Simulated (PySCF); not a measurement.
# C6H7NO: excited-state relaxation

Wanted: excited-state relaxation for C6H7NO (`CC(=O)c1cc[nH]c1`).

Programs: PySCF 2.14.0, with routines of our own; each step states its level. All values are computed. Atoms count from 0.

## 1. The system as given

15 atoms, charge 0, multiplicity 1; geometry from: GFN2-xTB.

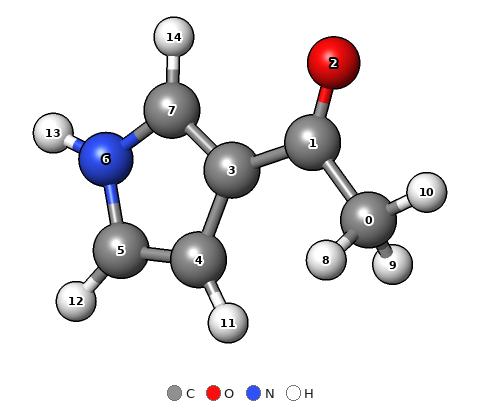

The starting geometry (carbon grey, oxygen red, nitrogen blue, hydrogen white).

## 2. Relaxing the molecule at PBE/def2-SV(P)

Job settings and geometry (Å):

```
{"job": {"xc": "PBE", "basis": "def2-SV(P)", "grid": 1, "kind": "geom"}, "charge": 0, "multiplicity": 1}
C      2.345884    -0.421988    -0.013925
C      1.350734     0.711975    -0.112724
O      1.699576     1.866851    -0.247629
C     -0.055351     0.325098    -0.035406
C     -0.618256    -0.971236     0.120876
C     -1.972827    -0.822864     0.137791
N     -2.262488     0.502712    -0.000795
C     -1.118918     1.206187    -0.106076
H      2.220903    -0.939026     0.934925
H      2.174278    -1.132985    -0.819154
H      3.357297    -0.030317    -0.083359
H     -0.084212    -1.895401     0.209782
H     -2.749049    -1.555571     0.237391
H     -3.190334     0.893707    -0.020377
H     -1.101650     2.270848    -0.223232
```

On the command line:

```console
$ OMP_NUM_THREADS=1 python excited_run.py task.json out
```

One launch serves the whole session: the jobs run in the order shown.

What it wrote:

```text
step   0  E = -362.09920544  max force = 0.024949
step   1  E = -362.10470749  max force = 0.002652
step   2  E = -362.10473083  max force = 0.002348
step   3  E = -362.10471581  max force = 0.003301
step   4  E = -362.10474815  max force = 0.001876
step   5  E = -362.10475625  max force = 0.001208
step   6  E = -362.10476101  max force = 0.000411
optimisation converged
```

Wall time 64 s (1 thread of Arm Neoverse V1, shared host); peak memory 0.51 GiB.

Along the way:

```tsv
step	energy from step 0 (eV)	largest force component (eV/Å)
0	0.0000	1.2829
1	-0.1497	0.1364
2	-0.1504	0.1207
3	-0.1499	0.1697
4	-0.1508	0.0965
5	-0.1510	0.0621
6	-0.1512	0.0211
```

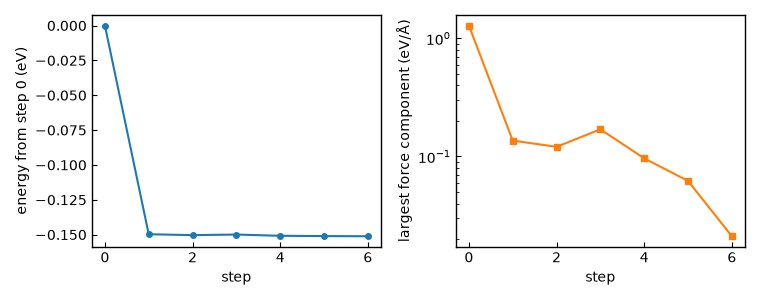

Energy and force, step by step.

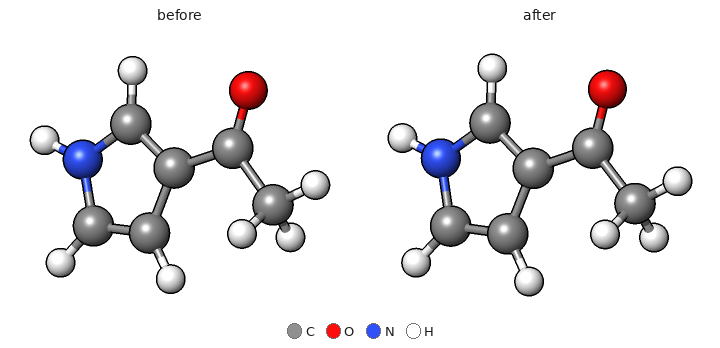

Before and after, at one scale.

Close pairs (by a distance rule), those that changed most:

```tsv
bond	before (Å)	after (Å)	change (Å)
C4–H11	1.071	1.097	+0.026
C0–H8	1.088	1.114	+0.026
C0–H9	1.088	1.114	+0.026
C5–H12	1.072	1.097	+0.025
C7–H14	1.071	1.096	+0.025
C4–C5	1.363	1.386	+0.023
C0–H10	1.087	1.109	+0.022
C5–N6	1.364	1.385	+0.021
```

The final coordinates are the input of the step that follows.

```tsv
at the end point	value
point group (found at 0.08 Å tolerance)	Cs
rotational constants (GHz, main isotopes)	4.767, 1.524, 1.163
dipole moment (D)	4.16
```

## 3. Excited-state relaxation: TDA PBE/def2-SV(P)

Job settings and geometry (Å):

```
{"job": {"kind": "xopt", "state": "S1", "method": "TDA", "freq": false, "xc": "PBE", "basis": "def2-SV(P)", "grid": 1}, "charge": 0, "multiplicity": 1}
C      2.560543    -0.553059     0.096676
C      1.521916     0.559297     0.009399
O      1.852169     1.736331    -0.122021
C      0.098545     0.161153     0.090856
C     -0.485735    -1.143986     0.248228
C     -1.861920    -0.980627     0.270249
N     -2.126951     0.371409     0.132533
C     -0.961286     1.074229     0.022941
H      2.468719    -1.105979     1.059019
H      2.416768    -1.296589    -0.719765
H      3.574637    -0.111900     0.020149
H      0.047640    -2.098955     0.336208
H     -2.675690    -1.709338     0.372444
H     -3.061400     0.782865     0.113774
H     -0.931737     2.163649    -0.095735
```

With the program's defaults for keys left out, this is: TDA PBE/def2-SV(P) excited-state geometry optimisation, gas phase.

What it wrote:

```text
final grid: 58688 points
cycle   1  E = -361.9078788323  dE =  1.073e+00  |g| = 9.261e-01  |ddm| = 4.448e+00
cycle   2  E = -358.2427948683  dE =  3.665e+00  |g| = 2.946e+00  |ddm| = 9.027e+00
cycle   3  E = -361.8215502172  dE = -3.579e+00  |g| = 9.570e-01  |ddm| = 9.022e+00
cycle   4  E = -362.0837535317  dE = -2.622e-01  |g| = 2.758e-01  |ddm| = 9.997e-01
cycle   5  E = -362.0883570488  dE = -4.604e-03  |g| = 2.471e-01  |ddm| = 5.177e-01
cycle   6  E = -362.1021282309  dE = -1.377e-02  |g| = 1.062e-01  |ddm| = 3.377e-01
cycle   7  E = -362.1044625037  dE = -2.334e-03  |g| = 3.456e-02  |ddm| = 1.603e-01
cycle   8  E = -362.1047384173  dE = -2.759e-04  |g| = 8.988e-03  |ddm| = 3.687e-02
cycle   9  E = -362.1047575156  dE = -1.910e-05  |g| = 3.554e-03  |ddm| = 1.471e-02
cycle  10  E = -362.1047604751  dE = -2.959e-06  |g| = 1.406e-03  |ddm| = 5.720e-03
cycle  11  E = -362.1047609435  dE = -4.684e-07  |g| = 4.895e-04  |ddm| = 2.090e-03
cycle  12  E = -362.1047610028  dE = -5.936e-08  |g| = 1.395e-04  |ddm| = 6.695e-04
cycle  13  E = -362.1047610062  dE = -3.389e-09  |g| = 8.296e-05  |ddm| = 2.516e-04
cycle  14  E = -362.1047610081  dE = -1.831e-09  |g| = 1.515e-05  |ddm| = 9.940e-05
cycle  15  E = -362.1047610081  dE = -2.944e-11  |g| = 1.142e-05  |ddm| = 2.867e-05
converged SCF energy = -362.1047610081

vertical S1 at the ground-state geometry: 3.7007 eV
step    E(state)/Eh    max force   excitation/eV  root
  0    -361.96291338   0.143687     3.7928      1
  1    -361.98216803   0.012007     2.8327      1
  2    -361.98453258   0.011107     2.6862      1
  3    -361.98516943   0.009630     2.6906      1
  4    -361.98494344   0.008909     2.7277      1
  5    -361.98549541   0.004445     2.7131      1
  6    -361.98559687   0.004903     2.6769      1
  7    -361.98566384   0.001593     2.6958      1
  8    -361.98568855   0.000685     2.6915      1
  9    -361.98570840   0.000555     2.6906      1
 10    -361.98581551   0.002328     2.6822      1
 11    -361.98596870   0.003597     2.6701      1
 12    -361.98620330   0.003912     2.6527      1
 13    -361.98642485   0.003406     2.6541      1
 14    -361.98660927   0.002178     2.6725      1
 15    -361.98680993   0.001585     2.6676      1
 16    -361.98694834   0.001646     2.6701      1
 17    -361.98702360   0.001437     2.6656      1
 18    -361.98708702   0.001188     2.6650      1
 19    -361.98710788   0.000627     2.6648      1
 20    -361.98711497   0.000524     2.6665      1
 21    -361.98711722   0.000700     2.6710      1
 22    -361.98712560   0.000628     2.6733      1
 23    -361.98713462   0.000357     2.6738      1
optimisation converged
vertical emission 2.6738 eV, adiabatic 3.2008 eV, Stokes shift 1.0269 eV, reorganisation 0.4999 (excited) and 0.5270 eV (ground)
```

Run time: 5.4 min. Hardware: 1 thread of Arm Neoverse V1, shared host; peak memory 0.73 GiB.

Key values:

```tsv
quantity	value
vertical absorption, S1	3.70 eV
adiabatic energy, S1	3.20 eV
vertical emission, S1	2.67 eV
Stokes shift, S1	1.03 eV
geometry moved (RMSD), S1	0.464 Å
```

Bonds of the start that changed most:

```tsv
bond	start (Å)	end (Å)
C1–O2	1.230	1.320
C1–C3	1.480	1.393
C7–C3	1.401	1.445
C3–C4	1.439	1.462
N6–C7	1.366	1.382
C0–C1	1.524	1.511
```

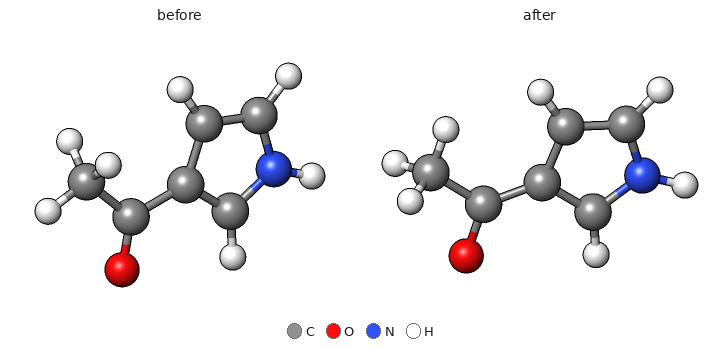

Before and after.

## 4. Excited-state relaxation: UKS PBE/def2-SV(P)

Settings changed since step 3:

```diff
@@ -1,2 +1,2 @@
-{"job": {"kind": "xopt", "state": "S1", "method": "TDA", "freq": false, "xc": "PBE", "basis": "def2-SV(P)", "grid": 1}, "charge": 0, "multiplicity": 1}
+{"job": {"kind": "xopt", "state": "T1", "method": "UKS", "freq": false, "xc": "PBE", "basis": "def2-SV(P)", "grid": 1}, "charge": 0, "multiplicity": 1}
 C      2.560543    -0.553059     0.096676
```

Level: UKS PBE/def2-SV(P) excited-state geometry optimisation, gas phase.

What it wrote:

```text
final grid: 58688 points
cycle   1  E = -361.9078788323  dE =  1.073e+00  |g| = 9.261e-01  |ddm| = 4.448e+00
cycle   2  E = -358.2427948683  dE =  3.665e+00  |g| = 2.946e+00  |ddm| = 9.027e+00
cycle   3  E = -361.8215502172  dE = -3.579e+00  |g| = 9.570e-01  |ddm| = 9.022e+00
cycle   4  E = -362.0837535317  dE = -2.622e-01  |g| = 2.758e-01  |ddm| = 9.997e-01
cycle   5  E = -362.0883570488  dE = -4.604e-03  |g| = 2.471e-01  |ddm| = 5.177e-01
cycle   6  E = -362.1021282309  dE = -1.377e-02  |g| = 1.062e-01  |ddm| = 3.377e-01
cycle   7  E = -362.1044625037  dE = -2.334e-03  |g| = 3.456e-02  |ddm| = 1.603e-01
cycle   8  E = -362.1047384173  dE = -2.759e-04  |g| = 8.988e-03  |ddm| = 3.687e-02
cycle   9  E = -362.1047575156  dE = -1.910e-05  |g| = 3.554e-03  |ddm| = 1.471e-02
cycle  10  E = -362.1047604751  dE = -2.959e-06  |g| = 1.406e-03  |ddm| = 5.720e-03
cycle  11  E = -362.1047609435  dE = -4.684e-07  |g| = 4.895e-04  |ddm| = 2.090e-03
cycle  12  E = -362.1047610028  dE = -5.936e-08  |g| = 1.395e-04  |ddm| = 6.695e-04
cycle  13  E = -362.1047610062  dE = -3.389e-09  |g| = 8.296e-05  |ddm| = 2.516e-04
cycle  14  E = -362.1047610081  dE = -1.831e-09  |g| = 1.515e-05  |ddm| = 9.940e-05
cycle  15  E = -362.1047610081  dE = -2.944e-11  |g| = 1.142e-05  |ddm| = 2.867e-05
converged SCF energy = -362.1047610081

vertical T1 at the ground-state geometry: 3.4048 eV
step    E(state)/Eh    max force   <S^2>
  0    -361.97521914   0.122345    2.0047
  1    -361.99067532   0.013796    2.0052
  2    -361.99131418   0.010666    2.0052
  3    -361.99151892   0.004717    2.0052
  4    -361.99155632   0.008141    2.0052
  5    -361.99174499   0.002946    2.0052
  6    -361.99179114   0.000593    2.0052
  7    -361.99180689   0.000835    2.0052
  8    -361.99183550   0.001117    2.0052
  9    -361.99191744   0.002833    2.0053
 10    -361.99204152   0.004816    2.0053
 11    -361.99224885   0.006112    2.0053
 12    -361.99232816   0.007639    2.0054
 13    -361.99255743   0.003528    2.0053
 14    -361.99268943   0.001761    2.0053
 15    -361.99276108   0.001269    2.0053
 16    -361.99279525   0.001244    2.0053
 17    -361.99282863   0.000859    2.0053
 18    -361.99284019   0.000369    2.0053
optimisation converged
vertical emission 2.5909 eV, adiabatic 3.0455 eV, Stokes shift 0.8139 eV, reorganisation 0.3592 (excited) and 0.4547 eV (ground)
```

Run time: 5.1 min. Hardware: 1 thread of Arm Neoverse V1, shared host; peak memory 0.57 GiB.

In short:

```tsv
quantity	value
vertical gap at the ground-state geometry, T1	3.40 eV
adiabatic energy, T1	3.05 eV
vertical gap at the relaxed geometry, T1	2.59 eV
difference of the two gaps, T1	0.81 eV
geometry moved (RMSD), T1	0.344 Å
```

Bonds of the start that changed most:

```tsv
bond	start (Å)	end (Å)
C1–O2	1.230	1.308
C1–C3	1.480	1.428
C7–C3	1.401	1.450
N6–C7	1.366	1.384
C0–C1	1.524	1.506
C4–C5	1.386	1.393
```

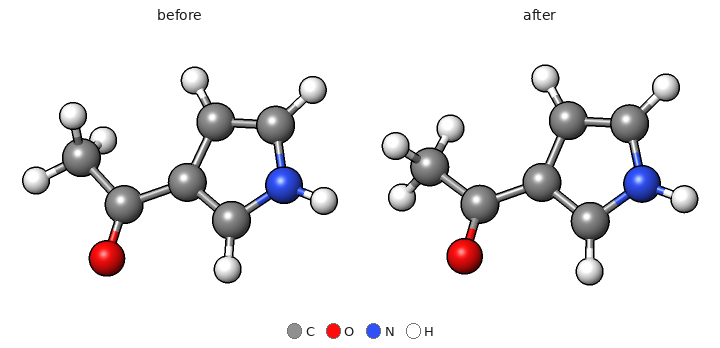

Before and after.

## 5. Outcome

| quantity | value |
| --- | --- |
| point group | Cs |
| rotational constants (main isotopes) | 4.77, 1.52, 1.16 GHz |
| vertical absorption, S1 (step 3, TDA PBE/def2-SV(P)) | 3.70 eV |
| adiabatic energy, S1 (step 3, TDA PBE/def2-SV(P)) | 3.20 eV |
| vertical emission, S1 (step 3, TDA PBE/def2-SV(P)) | 2.67 eV |
| Stokes shift, S1 (step 3, TDA PBE/def2-SV(P)) | 1.03 eV |
| vertical gap at the ground-state geometry, T1 (step 4, UKS PBE/def2-SV(P)) | 3.40 eV |
| adiabatic energy, T1 (step 4, UKS PBE/def2-SV(P)) | 3.05 eV |
| vertical gap at the relaxed geometry, T1 (step 4, UKS PBE/def2-SV(P)) | 2.59 eV |
| difference of the two gaps, T1 (step 4, UKS PBE/def2-SV(P)) | 0.81 eV |

In words: The optimisation took 6 steps and gained 0.151 eV; among the close pairs (by a distance rule), C4–H11 changed most, from 1.071 to 1.097 Å. No frequency check was run at this level, so the end point may be a saddle. In steps 3, 4 the harmonic model is doubtful. Where no frequencies were run, the relaxed excited state may be a saddle. In step 3 (excited-state relaxation), among the bonds C1–O2 changes most, from 1.230 to 1.320 Å. The atoms move far more than that, so angles or torsions carry the main change. In step 4 (excited-state relaxation), among the bonds C1–O2 changes most, from 1.230 to 1.308 Å. The atoms move far more than that, so angles or torsions carry the main change. ΔSCF (UKS) and response values aren't on one footing and may follow different states, so their differences aren't method errors alone, and singlets and triplets from the two don't rank.
